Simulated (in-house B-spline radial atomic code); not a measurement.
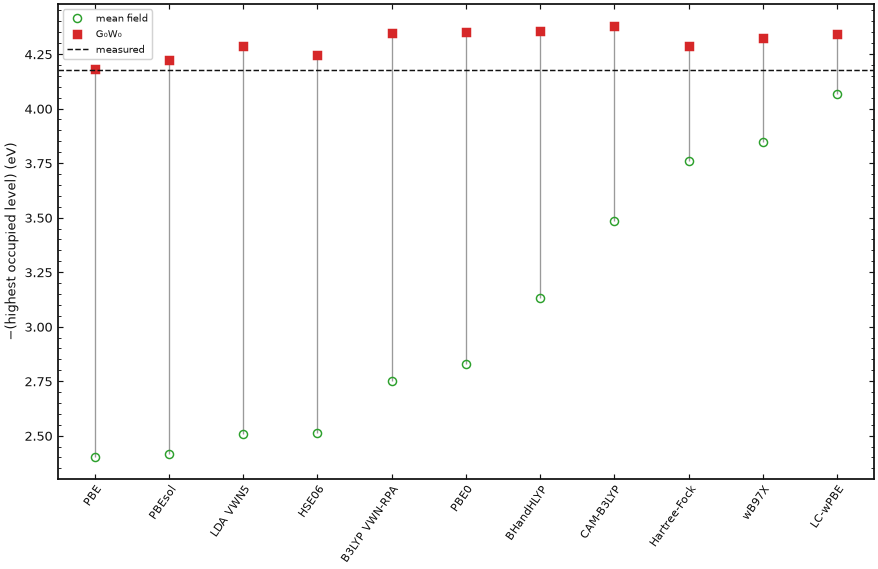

Binding energy of the highest level (5s↑) of an atom or ion with the configuration [Kr] 5s, on 11 mean-field starts and after G₀W₀. All-electron spherical atom, non-relativistic, no spin-orbit coupling, Breit or QED terms; computed with a B-spline radial code.

Q: Which atom or ion is it?

A: The Rb atom. The mean-field values spread from 2.40 eV (PBE) to 4.07 eV (LC-wPBE); after G₀W₀ they lie between 4.18 eV (PBE) and 4.38 eV (CAM-B3LYP), so the spread shrinks from 1.67 to 0.20 eV. The measured removal energy is 4.18 eV; the nearest G₀W₀ value is that on PBE (4.18 eV).

Known limits: relativity, absent here, matters against the tabulated value.
